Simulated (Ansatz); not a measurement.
**HCl···CHF2 (doublet): density, localisation and related maps**

Input

```
crystal:
  periodic: [false, false, false]
  atoms:
    - { symbol: H, position_ang: [0.623718, 1.351112, 0.304026] }
    - { symbol: C, position_ang: [-0.367232, -0.748883, -0.169225] }
    - { symbol: F, position_ang: [0.603155, -1.600046, 0.036007] }
    - { symbol: F, position_ang: [-0.678618, -0.657931, -1.435516] }
    - { symbol: Cl, position_ang: [1.034645, 2.504627, 0.759344] }
    - { symbol: H, position_ang: [-1.215667, -0.848879, 0.505365] }
magnetization:
  spin_polarized: true
  initial_magnetization: 1
basis:
  gaussian: { orbitals: def2-SVP }
hamiltonian:
  xc: { name: BHLYP }
  dispersion: d4
relax:
  f_tol: 0.03
  max_steps: 50
output:
  orbitals: {}
```

Command:

```sh
ansatz run input.yaml --threads 2 --pin off --max-ram 3072MiB --backend cpu --events-out ev --progress --plain --runs-dir out
```

The fields are those of the relaxed geometry.

All numbers below come from UKS BHLYP-D4/def2-SVP in Ansatz 0.2.0.

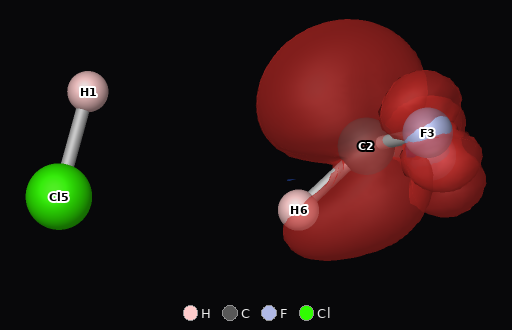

Figure 1. Isosurfaces of the spin density (α minus β) at +0.03 (red) and −0.03 e/Å³ (blue), seen from one side.

**Which atoms carry the spin?**

The unpaired spin (1 electron) lies mostly on C2 (about 0.7), F3 (about 0.1) and F4 (about 0.1), in electrons by Hirshfeld's partition.

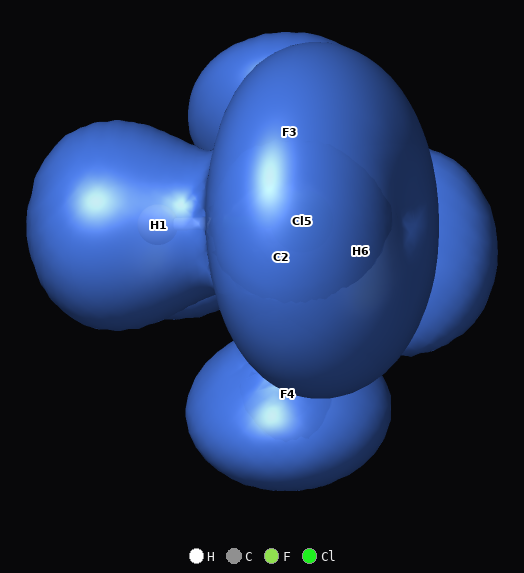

Figure 2. Isosurface of the ELF at 0.75 (blue), seen at an oblique angle. Core shells and regions of very low density are left out.

**Where are the electrons localised?**

At this value the surface marks out one region around a hydrogen nucleus, two regions on F in which the atom's valence shell and bonds are merged and one joined region spread over several atoms (Cl, H), in which their bonds and any lone pairs are merged.


Cl5···H6 (2.80 Å): the ELF dips to about 0.05 between them: a non-bonded, intermolecular contact. C–F (1.31 Å): the ELF peaks at about 0.85 between the atoms; a shared but strongly polarised pair.

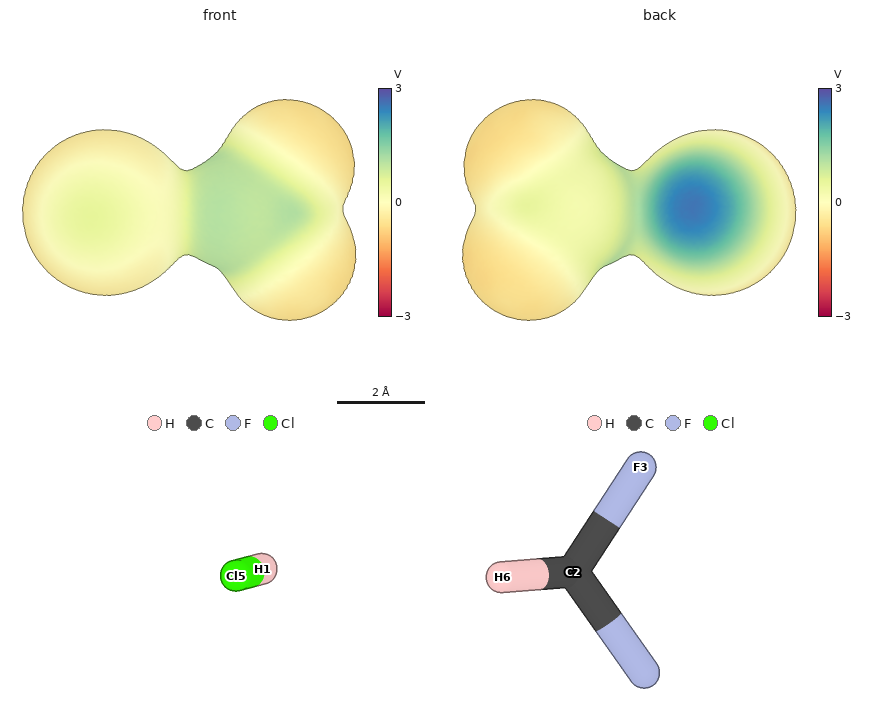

Figure 3. The electrostatic potential painted on the density surface at 0.002 e/bohr³, seen from the front and from behind; red is negative and blue positive. The bare structure is drawn below in the same view.

**Describe the electrostatic potential map.**

The most negative region (about −0.6 V) lies over F3 and F4, the most positive (about +2.5 V) over H1. Cl5 shows a σ-hole: about +0.6 V at the tip opposite its bond, against about 0.0 V on its flanks.
